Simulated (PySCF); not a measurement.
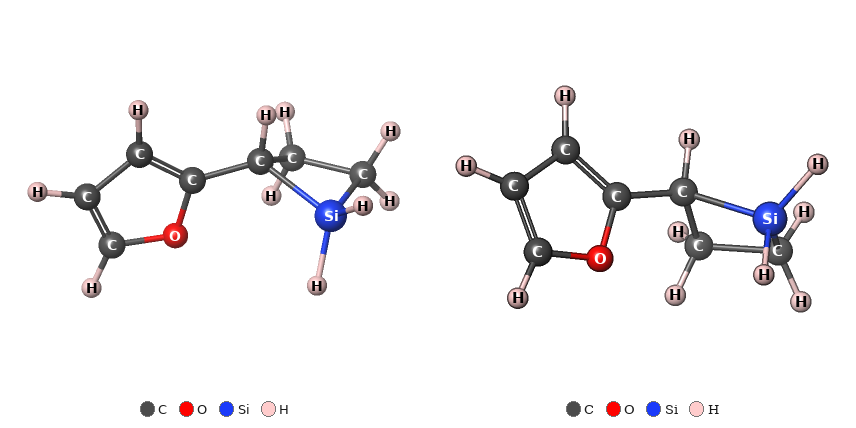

The same structure drawn twice, from different directions.

Describe the molecule.

The molecule is C7H10OSi. SMILES: `c1coc([C@@H]2CC[SiH2]2)c1`. Independent rings (smallest set): 1 of 4 members, 1 of 5 members, 1 of them aromatic. Among its groups: Si–H bond. The point group is C1. Coordination, clear cases only: 4 C trigonal planar; 1 O bent; 1 C tetrahedral.

The parts below concern this one geometry. Atoms keep their numbers from picture to picture. Computed geometry: PBE0-D3(BJ)/def2-SVP optimisation. No frequency run is at hand to confirm it as a minimum.

## Bond orders

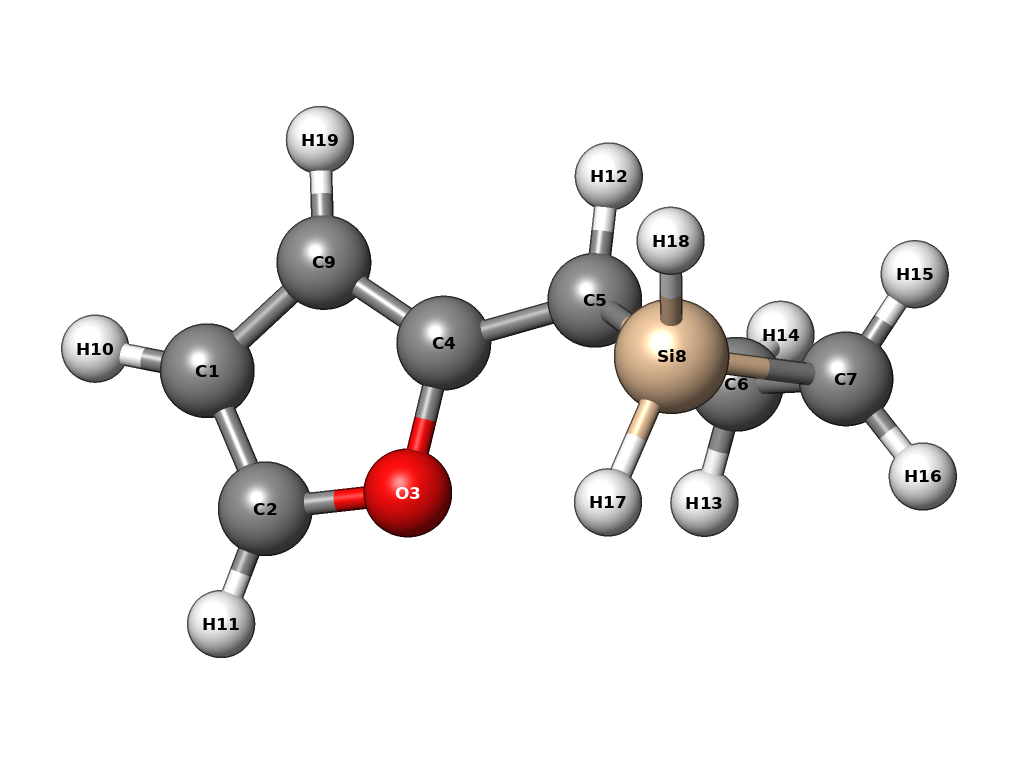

Every bond is drawn as one stick. No frequency run is at hand to confirm it as a minimum. Computed with PBE0/pcSseg-1 (PySCF 2.14.0).

List the Mayer bond orders of C1–C2, C1–C9, C2–O3, O3–C4, C4–C5, C4–C9, C5–C6, C5–Si8, C6–C7, C7–Si8 (bonds between heavy atoms, one of each equivalent set).

```csv
bond,Mayer order,length (Å)
C1–C2,1.61,1.361
C1–C9,1.25,1.431
C2–O3,1.08,1.351
O3–C4,1.04,1.357
C4–C5,0.99,1.471
C4–C9,1.55,1.368
C5–C6,0.96,1.559
C5–Si8,0.86,1.918
C6–C7,0.99,1.549
C7–Si8,0.94,1.894
```

## Ring current

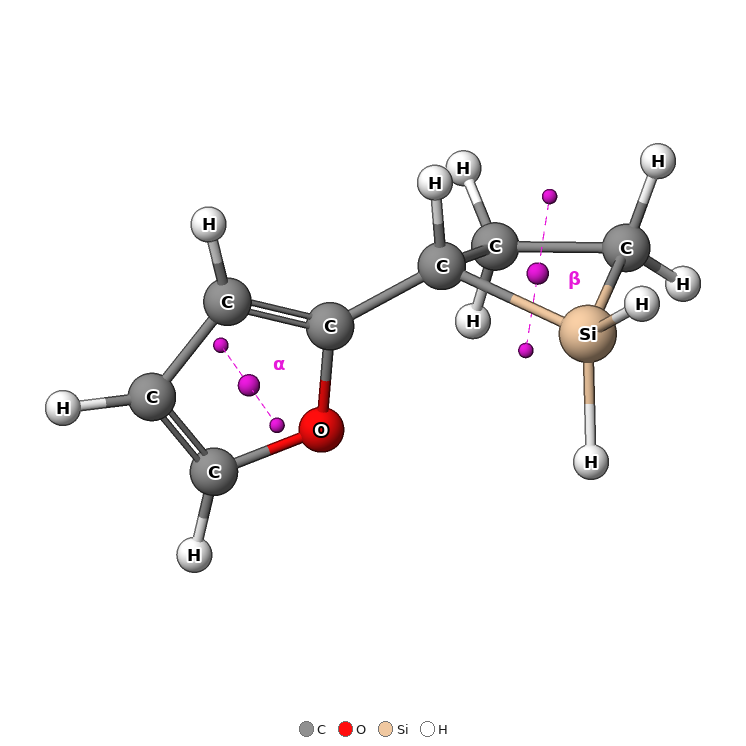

The small points mark where nucleus-independent chemical shifts (NICS) were computed: at the centre of each lettered ring and 1 Å above and below it. No frequency run is at hand to confirm it as a minimum. Properties computed with GIAO PBE0/pcSseg-1 NMR shielding, non-relativistic, gas phase (PySCF 2.14.0).

Give NICS(0), NICS(1) and the out-of-plane component NICS(1)zz for each ring (means of the two sides).

```
ring  members  NICS(0)  NICS(1)  NICS(1)zz
   α      C4O    −11.6     −9.9      −24.5
   β     C3Si     −2.7     −1.6        2.8
```

Values in ppm.

**What do the values say about the ring currents?**

Ring α: diatropic, as in an aromatic ring. NICS is one index among several.

## Levels of theory compared

No frequency run is at hand to confirm it as a minimum. Program: PySCF 2.14.0.

At this fixed geometry, give dipole (D), HOMO–LUMO gap (eV) at these levels: B3LYP/pcSseg-1; PBE0/pcSseg-1; PBE0/pcSseg-1 in chloroform (IEF-PCM); PBE0/pcSseg-1 in dimethylsulfoxide (IEF-PCM); ωB97X-D/def2-SVPD; ωB97X-D/def2-SVPD in chloroform (IEF-PCM).

| level | dipole (D) | HOMO–LUMO gap (eV) |
| --- | --- | --- |
| B3LYP/pcSseg-1 | 0.61 | 5.87 |
| PBE0/pcSseg-1 | 0.62 | 6.27 |
| PBE0/pcSseg-1 in chloroform (IEF-PCM) | 0.85 | 6.30 |
| PBE0/pcSseg-1 in dimethylsulfoxide (IEF-PCM) | 0.98 | 6.31 |
| ωB97X-D/def2-SVPD | 0.73 | 9.62 |
| ωB97X-D/def2-SVPD in chloroform (IEF-PCM) | 0.98 | 9.67 |
